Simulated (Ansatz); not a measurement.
# GeH₃S (doublet): B2PLYP, RPA-PBE over a scan of the distance Ge1–S2, cc-pVDZ, part 2 of 2

Ansatz 0.2.0, Gaussian basis; cc-pVDZ, all electrons in the functionals, frozen cores in the correlation of double hybrids and RPA. The steps go on from the part before.

## (13) RPA-PBE, 1.739 Å

Input file in.yaml:

```yaml
crystal:
  periodic: [false, false, false]
  atoms:
    - {symbol: Ge, position_ang: [0.031498, 0.011664, 0.525518]}
    - {symbol: S, position_ang: [-0.033187, -0.060851, -1.210765]}
    - {symbol: H, position_ang: [-0.849263, 1.184561, 1.026862]}
    - {symbol: H, position_ang: [-0.541913, -1.344402, 0.995427]}
    - {symbol: H, position_ang: [0.176937, 1.255041, -1.377874]}
basis:
  gaussian: {orbitals: cc-pVDZ}
magnetization: {spin_polarized: true, initial_magnetization: 1}
hamiltonian: {xc: {name: PBE}}
correlation: {method: rpa, electrons: outside_noble_gas}
```

On the command line:

```bash
$ ansatz run in.yaml --threads 1 --pin off --events-out ev --progress --plain --max-ram 2393MiB
```

The log of the run, cut to the lines that bear on the results:

```text
Functional definition: PBE
  name "PBE"
  cite "Perdew, Burke & Ernzerhof, Phys. Rev. Lett. 77, 3865 (1996) doi:10.1103/PhysRevLett.77.3865"
  parent pbe
[...]
652 factors; integrals over basis functions are off by at most 1.4e-3 eV
[...]
mean field -67383.90057253 eV, -2476.3126715922 hartree, gradient 8.4e-6 eV, S^2 0.751312; 0 other end points of the search recorded, 0 dependent functions left out
19 core orbitals not correlated: weight in the atoms' cores, before any rotation towards them, 0.981 or more for the frozen orbitals, at most 0.015 for the correlated occupied ones
reference -67332.56846648 eV, -2474.4262514890 hartree; 7, 6 occupied and 34, 35 virtual orbitals, 652 factors
Total energy: -67343.51819391 eV, -2474.8286465500 hartree
```

Wall time 2.8 s (1 thread of Arm Neoverse V1, shared host).

From the report: ⟨S²⟩ of the determinant 0.751 (pure doublet: 0.75).

## (14) RPA-PBE, 1.989 Å

Input file in.yaml:

```yaml
crystal:
  periodic: [false, false, false]
  atoms:
    - {symbol: Ge, position_ang: [0.034353, 0.014865, 0.602149]}
    - {symbol: S, position_ang: [-0.039632, -0.068075, -1.383744]}
    - {symbol: H, position_ang: [-0.846408, 1.187762, 1.103493]}
    - {symbol: H, position_ang: [-0.539058, -1.341201, 1.072058]}
    - {symbol: H, position_ang: [0.170492, 1.247817, -1.550853]}
basis:
  gaussian: {orbitals: cc-pVDZ}
magnetization: {spin_polarized: true, initial_magnetization: 1}
hamiltonian: {xc: {name: PBE}}
correlation: {method: rpa, electrons: outside_noble_gas}
```

Same command.

The log of the run, cut to the lines that bear on the results:

```text
Functional definition: PBE
  name "PBE"
  cite "Perdew, Burke & Ernzerhof, Phys. Rev. Lett. 77, 3865 (1996) doi:10.1103/PhysRevLett.77.3865"
  parent pbe
[...]
651 factors; integrals over basis functions are off by at most 9.0e-4 eV
[...]
mean field -67387.01844785 eV, -2476.4272513968 hartree, gradient 7.4e-6 eV, S^2 0.751271; 0 other end points of the search recorded, 0 dependent functions left out
19 core orbitals not correlated: weight in the atoms' cores, before any rotation towards them, 0.994 or more for the frozen orbitals, at most 0.004 for the correlated occupied ones
reference -67335.84147101 eV, -2474.5465321869 hartree; 7, 6 occupied and 34, 35 virtual orbitals, 651 factors
Total energy: -67346.88678308 eV, -2474.9524399186 hartree
```

It took 2.7 s on 1 thread of Arm Neoverse V1, shared host.

From the report: ⟨S²⟩ of the determinant 0.751 (pure doublet: 0.75).

## (15) RPA-PBE, 2.221 Å

Input file in.yaml:

```yaml
crystal:
  periodic: [false, false, false]
  atoms:
    - {symbol: Ge, position_ang: [0.037001, 0.017833, 0.673218]}
    - {symbol: S, position_ang: [-0.045608, -0.074775, -1.544169]}
    - {symbol: H, position_ang: [-0.843760, 1.190730, 1.174562]}
    - {symbol: H, position_ang: [-0.536410, -1.338233, 1.143127]}
    - {symbol: H, position_ang: [0.164516, 1.241117, -1.711278]}
basis:
  gaussian: {orbitals: cc-pVDZ}
magnetization: {spin_polarized: true, initial_magnetization: 1}
hamiltonian: {xc: {name: PBE}}
correlation: {method: rpa, electrons: outside_noble_gas}
```

The command is unchanged.

The log of the run, cut to the lines that bear on the results:

```text
Functional definition: PBE
  name "PBE"
  cite "Perdew, Burke & Ernzerhof, Phys. Rev. Lett. 77, 3865 (1996) doi:10.1103/PhysRevLett.77.3865"
  parent pbe
[...]
651 factors; integrals over basis functions are off by at most 9.4e-4 eV
[...]
mean field -67387.67569028 eV, -2476.4514046106 hartree, gradient 2.2e-6 eV, S^2 0.751377; 0 other end points of the search recorded, 0 dependent functions left out
19 core orbitals not correlated: weight in the atoms' cores, before any rotation towards them, 0.998 or more for the frozen orbitals, at most 0.001 for the correlated occupied ones
reference -67336.46473150 eV, -2474.5694365875 hartree; 7, 6 occupied and 34, 35 virtual orbitals, 651 factors
Total energy: -67347.62894037 eV, -2474.9797136960 hartree
```

Run time: 2.7 s. Hardware: 1 thread of Arm Neoverse V1, shared host.

From the report: ⟨S²⟩ of the determinant 0.751 (pure doublet: 0.75).

## (16) RPA-PBE, 2.460 Å

Input file in.yaml:

```yaml
crystal:
  periodic: [false, false, false]
  atoms:
    - {symbol: Ge, position_ang: [0.039732, 0.020894, 0.746521]}
    - {symbol: S, position_ang: [-0.051773, -0.081686, -1.709636]}
    - {symbol: H, position_ang: [-0.841029, 1.193791, 1.247865]}
    - {symbol: H, position_ang: [-0.533679, -1.335172, 1.216430]}
    - {symbol: H, position_ang: [0.158351, 1.234206, -1.876745]}
basis:
  gaussian: {orbitals: cc-pVDZ}
magnetization: {spin_polarized: true, initial_magnetization: 1}
hamiltonian: {xc: {name: PBE}}
correlation: {method: rpa, electrons: outside_noble_gas}
```

Same command.

The log of the run, cut to the lines that bear on the results:

```text
Functional definition: PBE
  name "PBE"
  cite "Perdew, Burke & Ernzerhof, Phys. Rev. Lett. 77, 3865 (1996) doi:10.1103/PhysRevLett.77.3865"
  parent pbe
[...]
651 factors; integrals over basis functions are off by at most 9.6e-4 eV
[...]
mean field -67387.49338711 eV, -2476.4447050927 hartree, gradient 3.2e-6 eV, S^2 0.751790; 0 other end points of the search recorded, 0 dependent functions left out
19 core orbitals not correlated: weight in the atoms' cores, before any rotation towards them, 0.998 or more for the frozen orbitals, at most 0.001 for the correlated occupied ones
reference -67336.15378412 eV, -2474.5580094819 hartree; 7, 6 occupied and 34, 35 virtual orbitals, 651 factors
Total energy: -67347.47116943 eV, -2474.9739157210 hartree
```

It took 3 s on 1 thread of Arm Neoverse V1, shared host.

From the report: ⟨S²⟩ of the determinant 0.752 (pure doublet: 0.75).

From 2.221 Å: +15.2 kJ/mol.

## (17) RPA-PBE, 2.685 Å

Input file in.yaml:

```yaml
crystal:
  periodic: [false, false, false]
  atoms:
    - {symbol: Ge, position_ang: [0.042301, 0.023775, 0.815488]}
    - {symbol: S, position_ang: [-0.057573, -0.088188, -1.865317]}
    - {symbol: H, position_ang: [-0.838460, 1.196672, 1.316832]}
    - {symbol: H, position_ang: [-0.531110, -1.332291, 1.285397]}
    - {symbol: H, position_ang: [0.152551, 1.227704, -2.032426]}
basis:
  gaussian: {orbitals: cc-pVDZ}
magnetization: {spin_polarized: true, initial_magnetization: 1}
hamiltonian: {xc: {name: PBE}}
correlation: {method: rpa, electrons: outside_noble_gas}
```

Same command.

The log of the run, cut to the lines that bear on the results:

```text
Functional definition: PBE
  name "PBE"
  cite "Perdew, Burke & Ernzerhof, Phys. Rev. Lett. 77, 3865 (1996) doi:10.1103/PhysRevLett.77.3865"
  parent pbe
[...]
651 factors; integrals over basis functions are off by at most 9.7e-4 eV
[...]
mean field -67387.04489345 eV, -2476.4282232548 hartree, gradient 4.7e-6 eV, S^2 0.752860; 1 other end points of the search recorded, 0 dependent functions left out
19 core orbitals not correlated: weight in the atoms' cores, before any rotation towards them, 0.998 or more for the frozen orbitals, at most 0.001 for the correlated occupied ones
reference -67335.53828947 eV, -2474.5353904708 hartree; 7, 6 occupied and 34, 35 virtual orbitals, 651 factors
Total energy: -67347.02960228 eV, -2474.9576884277 hartree
```

Wall time 3.5 s (1 thread of Arm Neoverse V1, shared host).

From the report: ⟨S²⟩ of the determinant 0.753 (pure doublet: 0.75).

From 2.221 Å: +57.8 kJ/mol.

## (18) RPA-PBE, 3.016 Å

Input file in.yaml:

```yaml
crystal:
  periodic: [false, false, false]
  atoms:
    - {symbol: Ge, position_ang: [0.046081, 0.028012, 0.916947]}
    - {symbol: S, position_ang: [-0.066105, -0.097753, -2.094341]}
    - {symbol: H, position_ang: [-0.834680, 1.200909, 1.418291]}
    - {symbol: H, position_ang: [-0.527330, -1.328054, 1.386856]}
    - {symbol: H, position_ang: [0.144019, 1.218139, -2.261450]}
basis:
  gaussian: {orbitals: cc-pVDZ}
magnetization: {spin_polarized: true, initial_magnetization: 1}
hamiltonian: {xc: {name: PBE}}
correlation: {method: rpa, electrons: outside_noble_gas}
```

Launched as before.

The log of the run, cut to the lines that bear on the results:

```text
Functional definition: PBE
  name "PBE"
  cite "Perdew, Burke & Ernzerhof, Phys. Rev. Lett. 77, 3865 (1996) doi:10.1103/PhysRevLett.77.3865"
  parent pbe
[...]
651 factors; integrals over basis functions are off by at most 9.9e-4 eV
[...]
mean field -67386.32178328 eV, -2476.4016494462 hartree, gradient 4.3e-6 eV, S^2 0.757683; 3 other end points of the search recorded, 0 dependent functions left out
19 core orbitals not correlated: weight in the atoms' cores, before any rotation towards them, 0.998 or more for the frozen orbitals, at most 0.001 for the correlated occupied ones
reference -67334.54810632 eV, -2474.4990019114 hartree; 7, 6 occupied and 34, 35 virtual orbitals, 651 factors
Total energy: -67346.33275015 eV, -2474.9320795841 hartree
```

Run time: 5.5 s. Hardware: 1 thread of Arm Neoverse V1, shared host.

From the report: ⟨S²⟩ of the determinant 0.758 (pure doublet: 0.75).

From 2.221 Å: +125.1 kJ/mol.

## (19) RPA-PBE, 3.561 Å

Input file in.yaml:

```yaml
crystal:
  periodic: [false, false, false]
  atoms:
    - {symbol: Ge, position_ang: [0.052305, 0.034989, 1.084001]}
    - {symbol: S, position_ang: [-0.080154, -0.113502, -2.471435]}
    - {symbol: H, position_ang: [-0.828456, 1.207886, 1.585345]}
    - {symbol: H, position_ang: [-0.521106, -1.321077, 1.553910]}
    - {symbol: H, position_ang: [0.129970, 1.202390, -2.638544]}
basis:
  gaussian: {orbitals: cc-pVDZ}
magnetization: {spin_polarized: true, initial_magnetization: 1}
hamiltonian: {xc: {name: PBE}}
correlation: {method: rpa, electrons: outside_noble_gas}
```

The command is unchanged.

The log of the run, cut to the lines that bear on the results:

```text
Functional definition: PBE
  name "PBE"
  cite "Perdew, Burke & Ernzerhof, Phys. Rev. Lett. 77, 3865 (1996) doi:10.1103/PhysRevLett.77.3865"
  parent pbe
[...]
652 factors; integrals over basis functions are off by at most 1.0e-3 eV
[...]
mean field -67385.44966178 eV, -2476.3695995722 hartree, gradient 3.7e-6 eV, S^2 0.775787; 8 other end points of the search recorded, 0 dependent functions left out
19 core orbitals not correlated: weight in the atoms' cores, before any rotation towards them, 0.998 or more for the frozen orbitals, at most 0.001 for the correlated occupied ones
reference -67333.59748877 eV, -2474.4640673607 hartree; 7, 6 occupied and 34, 35 virtual orbitals, 652 factors
Total energy: -67345.58073256 eV, -2474.9044434476 hartree
```

Run time: 7.5 s. Hardware: 1 thread of Arm Neoverse V1, shared host.

From the report: ⟨S²⟩ of the determinant 0.776 (pure doublet: 0.75).

From 2.221 Å: +197.6 kJ/mol.

## (20) RPA-PBE, 4.171 Å

Input file in.yaml:

```yaml
crystal:
  periodic: [false, false, false]
  atoms:
    - {symbol: Ge, position_ang: [0.059270, 0.042798, 1.270980]}
    - {symbol: S, position_ang: [-0.095878, -0.131129, -2.893503]}
    - {symbol: H, position_ang: [-0.821491, 1.215695, 1.772324]}
    - {symbol: H, position_ang: [-0.514141, -1.313268, 1.740889]}
    - {symbol: H, position_ang: [0.114246, 1.184763, -3.060612]}
basis:
  gaussian: {orbitals: cc-pVDZ}
magnetization: {spin_polarized: true, initial_magnetization: 1}
hamiltonian: {xc: {name: PBE}}
correlation: {method: rpa, electrons: outside_noble_gas}
```

The command is unchanged.

The log of the run, cut to the lines that bear on the results:

```text
Functional definition: PBE
  name "PBE"
  cite "Perdew, Burke & Ernzerhof, Phys. Rev. Lett. 77, 3865 (1996) doi:10.1103/PhysRevLett.77.3865"
  parent pbe
[...]
653 factors; integrals over basis functions are off by at most 1.0e-3 eV
[...]
mean field -67385.00118190 eV, -2476.3531182406 hartree, gradient 1.9e-6 eV, S^2 0.784762; 8 other end points of the search recorded, 0 dependent functions left out
19 core orbitals not correlated: weight in the atoms' cores, before any rotation towards them, 0.998 or more for the frozen orbitals, at most 0.001 for the correlated occupied ones
reference -67333.77845803 eV, -2474.4707178583 hartree; 7, 6 occupied and 34, 35 virtual orbitals, 653 factors
Total energy: -67345.30781543 eV, -2474.8944139278 hartree
```

It took 10 s on 1 thread of Arm Neoverse V1, shared host.

From the report: ⟨S²⟩ of the determinant 0.785 (pure doublet: 0.75).

From 2.221 Å: +224.0 kJ/mol.

## (21) RPA-PBE, 4.797 Å

Input file in.yaml:

```yaml
crystal:
  periodic: [false, false, false]
  atoms:
    - {symbol: Ge, position_ang: [0.066419, 0.050812, 1.462863]}
    - {symbol: S, position_ang: [-0.112014, -0.149219, -3.326642]}
    - {symbol: H, position_ang: [-0.814342, 1.223709, 1.964207]}
    - {symbol: H, position_ang: [-0.506992, -1.305254, 1.932772]}
    - {symbol: H, position_ang: [0.098110, 1.166673, -3.493751]}
basis:
  gaussian: {orbitals: cc-pVDZ}
magnetization: {spin_polarized: true, initial_magnetization: 1}
hamiltonian: {xc: {name: PBE}}
correlation: {method: rpa, electrons: outside_noble_gas}
```

The command is unchanged.

The log of the run, cut to the lines that bear on the results:

```text
Functional definition: PBE
  name "PBE"
  cite "Perdew, Burke & Ernzerhof, Phys. Rev. Lett. 77, 3865 (1996) doi:10.1103/PhysRevLett.77.3865"
  parent pbe
[...]
653 factors; integrals over basis functions are off by at most 1.0e-3 eV
[...]
mean field -67384.83794285 eV, -2476.3471193161 hartree, gradient 2.8e-6 eV, S^2 0.773924; 9 other end points of the search recorded, 0 dependent functions left out
19 core orbitals not correlated: weight in the atoms' cores, before any rotation towards them, 0.998 or more for the frozen orbitals, at most 0.001 for the correlated occupied ones
reference -67334.07987753 eV, -2474.4817948208 hartree; 7, 6 occupied and 34, 35 virtual orbitals, 653 factors
Total energy: -67345.30118985 eV, -2474.8941704423 hartree
```

Wall time 15 s (1 thread of Arm Neoverse V1, shared host).

From the report: ⟨S²⟩ of the determinant 0.774 (pure doublet: 0.75).

From 2.221 Å: +224.6 kJ/mol.

## (22) RPA-PBE, 6.031 Å

Input file in.yaml:

```yaml
crystal:
  periodic: [false, false, false]
  atoms:
    - {symbol: Ge, position_ang: [0.338543, -0.125949, 2.247802]}
    - {symbol: S, position_ang: [0.114209, -0.377437, -3.773775]}
    - {symbol: H, position_ang: [-0.542218, 1.046948, 2.749146]}
    - {symbol: H, position_ang: [-0.234868, -1.482015, 2.717711]}
    - {symbol: H, position_ang: [0.324333, 0.938455, -3.940884]}
basis:
  gaussian: {orbitals: cc-pVDZ}
magnetization: {spin_polarized: true, initial_magnetization: 1}
hamiltonian: {xc: {name: PBE}}
correlation: {method: rpa, electrons: outside_noble_gas}
```

The command is unchanged.

The log of the run, cut to the lines that bear on the results:

```text
Functional definition: PBE
  name "PBE"
  cite "Perdew, Burke & Ernzerhof, Phys. Rev. Lett. 77, 3865 (1996) doi:10.1103/PhysRevLett.77.3865"
  parent pbe
[...]
651 factors; integrals over basis functions are off by at most 1.0e-3 eV
[...]
mean field -67384.75800173 eV, -2476.3441815342 hartree, gradient 3.0e-8 eV, S^2 0.754818; 8 other end points of the search recorded, 0 dependent functions left out
19 core orbitals not correlated: weight in the atoms' cores, before any rotation towards them, 0.998 or more for the frozen orbitals, at most 0.001 for the correlated occupied ones
reference -67334.25001932 eV, -2474.4880474160 hartree; 7, 6 occupied and 34, 35 virtual orbitals, 651 factors
Total energy: -67345.37794547 eV, -2474.8969911594 hartree
```

Run time: 19 s. Hardware: 1 thread of Arm Neoverse V1, shared host.

From the report: ⟨S²⟩ of the determinant 0.755 (pure doublet: 0.75).

From 2.221 Å: +217.2 kJ/mol.

## (23) RPA-PBE, 7.704 Å

Input file in.yaml:

```yaml
crystal:
  periodic: [false, false, false]
  atoms:
    - {symbol: Ge, position_ang: [0.363436, -0.098044, 2.915956]}
    - {symbol: S, position_ang: [0.076871, -0.419295, -4.776007]}
    - {symbol: H, position_ang: [-0.517325, 1.074853, 3.417300]}
    - {symbol: H, position_ang: [-0.209975, -1.454110, 3.385865]}
    - {symbol: H, position_ang: [0.286995, 0.896597, -4.943116]}
basis:
  gaussian: {orbitals: cc-pVDZ}
magnetization: {spin_polarized: true, initial_magnetization: 1}
hamiltonian: {xc: {name: PBE}}
correlation: {method: rpa, electrons: outside_noble_gas}
```

Launched as before.

The log of the run, cut to the lines that bear on the results:

```text
Functional definition: PBE
  name "PBE"
  cite "Perdew, Burke & Ernzerhof, Phys. Rev. Lett. 77, 3865 (1996) doi:10.1103/PhysRevLett.77.3865"
  parent pbe
[...]
651 factors; integrals over basis functions are off by at most 1.0e-3 eV
[...]
mean field -67384.74514643 eV, -2476.3437091105 hartree, gradient 1.5e-9 eV, S^2 0.752283; 10 other end points of the search recorded, 0 dependent functions left out
19 core orbitals not correlated: weight in the atoms' cores, before any rotation towards them, 0.998 or more for the frozen orbitals, at most 0.001 for the correlated occupied ones
reference -67334.28333018 eV, -2474.4892715676 hartree; 7, 6 occupied and 34, 35 virtual orbitals, 651 factors
Total energy: -67345.45197496 eV, -2474.8997116929 hartree
```

Wall time 32 s (1 thread of Arm Neoverse V1, shared host).

From the report: ⟨S²⟩ of the determinant 0.752 (pure doublet: 0.75).

From 2.221 Å: +210.0 kJ/mol.

## (24) Against the wave-function levels

The yardstick is UCCSDT(Q), where the cluster series has nearly closed. It comes from earlier runs at the same points. Energies in kJ/mol, counted from 2.221 Å; blanks weren't run or aren't comparable.

| level | 1.739 Å | 1.989 Å | 2.221 Å | 2.460 Å | 2.685 Å | 3.016 Å | 3.561 Å | 4.171 Å | 4.797 Å | 6.031 Å | 7.704 Å |
| --- | --- | --- | --- | --- | --- | --- | --- | --- | --- | --- | --- |
| UCCSDT(Q) | 387.6 | 67.6 | 0.0 | 19.4 | 66.1 | 139.9 |  | 233.8 | 237.0 | 239.8 | 239.8 |
| B2PLYP | 372.0 | 63.6 | 0.0 | 20.8 | 68.5 | 148.2 | 225.0 | 246.7 | 251.8 | 254.3 | 254.8 |
| RPA-PBE | 396.6 | 71.6 | 0.0 | 15.2 | 57.8 | 125.1 | 197.6 | 224.0 | 224.6 | 217.2 | 210.0 |

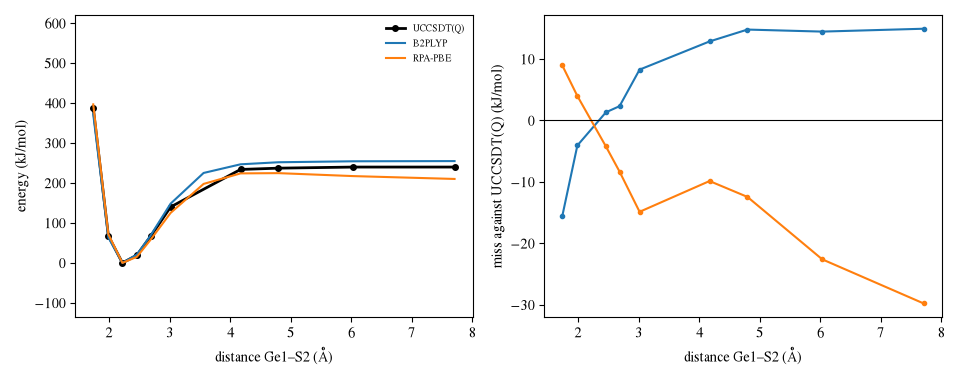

Left: the curves (the axis may cut off levels that run far away). Right: misses against UCCSDT(Q), in the same colours.

Largest miss and mean time a point (UCCSDT(Q) took 3.8 min a point; shared hosts):

| level | largest miss (kJ/mol) | where | time a point |
| --- | --- | --- | --- |
| B2PLYP | -15.6 | 1.739 Å | 8.9 s |
| RPA-PBE | -29.8 | 7.704 Å | 9.4 s |

## (25) Outcome

What follows sums up all 2 parts.

| quantity | value |
| --- | --- |
| span of the UCCSDT(Q) curve (points where it is known) | 387.6 kJ/mol |
| largest miss, B2PLYP | -15.6 kJ/mol (1.739 Å) |
| largest miss, RPA-PBE | -29.8 kJ/mol (7.704 Å) |

In words: Misses are known at 9 of 10 points at best, and only functionals with that many are ranked. Of the functionals, B2PLYP keep the smallest largest miss at the points compared (at most 15.6 kJ/mol) and RPA-PBE strays most (29.8 kJ/mol, at 7.704 Å). Functionals and the yardstick converge differently with the basis, so part of each miss in cc-pVDZ is the basis.
